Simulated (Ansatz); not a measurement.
## Fields on a plane of NiO (rock salt)

```xyz
2
Lattice="0.0000 2.0943 2.0943 2.0943 0.0000 2.0943 2.0943 2.0943 0.0000" Properties=species:S:1:pos:R:3 pbc="T T T"
O      0.0000     0.0000     0.0000
Ni     2.0943     2.0943     2.0943
```

The slice is a {100} plane (indices of the conventional cell) through the point (0.000, 0.000, 0.000) (fractional), spanned by u = [100] and v = [0 1 -1] in vectors of this cell: u (2.96 Å) and v (2.96 Å, at 90° to u). It covers one period; positions are fractions (u, v).

Atoms on it: O at (0.00, 0.00); Ni at (0.50, 0.50).

All values below come from r2SCAN (plane waves to 500 eV, PAW, scalar-relativistic; Ansatz, a quantum-chemistry and plane-wave program). k mesh 13×13×13. Near the nuclei the fields are pseudised (PAW); where an atom keeps semicore shells as valence, they peak there. NiO is run spin-polarised and with no Hubbard U; the real compound is an antiferromagnetic insulator, a state that this run doesn't describe. NiO was relaxed with its symmetry unable to fall. Relaxed NiO ends ferromagnetic. Other magnetic orders were not checked, so this need not be the ground state.

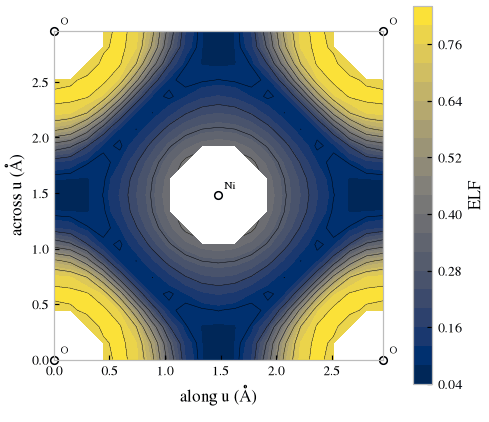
Figure: ELF of the up spins, one period of the plane, atoms marked. Points within 0.4 Å of a nucleus are left white, as the pseudised field means little there.

```
|xxxxxx999999773311000000113377999999xxxx|
|xxxx9999998855220000000000225588999999xx|
|9999999999773300000000000000337799999999|
|9999999977331100000011000000113377999999|
|9999887733110000112222221100001133778899|
|7777553311000000113333331100000011335577|
|4433220000000011224444442211000000002233|
|111100000011112244xxxxxx4422111100000011|
|0000000000223344xxxxxxxxxx44332200000000|
|0000000011223344xxxxxxxxxx44332211000000|
|0000000000223344xxxxxxxxxx44332200000000|
|111100000011112244xxxxxx4422111100000011|
|4433220000000011224444442211000000002233|
|7777553311000000113333331100000011335577|
|9999887733110000112222221100001133778899|
|9999999977331100000011000000113377999999|
|9999999999773300000000000000337799999999|
|xxxx9999998855220000000000225588999999xx|
|xxxxxx999999773311000000113377999999xxxx|
|xxxxxx999999774411000000114477999999xxxx|
```
Scale: ten equal steps from 0.07 (start of '0') to 0.82 (end of '9'), in the order '0123456789'. Values: electron localisation function (ELF). The map has 20 points along u (two characters each, u = 0 at the left) and 20 along v (v = 0 in the bottom row). Points within 0.4 Å of a nucleus are blanked (x), as the pseudised field means little there.

Density on the O–Ni line (2.09 Å) at its density minimum, 1.1 Å from O: 0.42 e/Å³
ELF at that point: 0.1
Character of the O–Ni contact (rough rule: ELF there above 0.7 covalent, below 0.2 ionic, polar between): closed-shell (ionic)
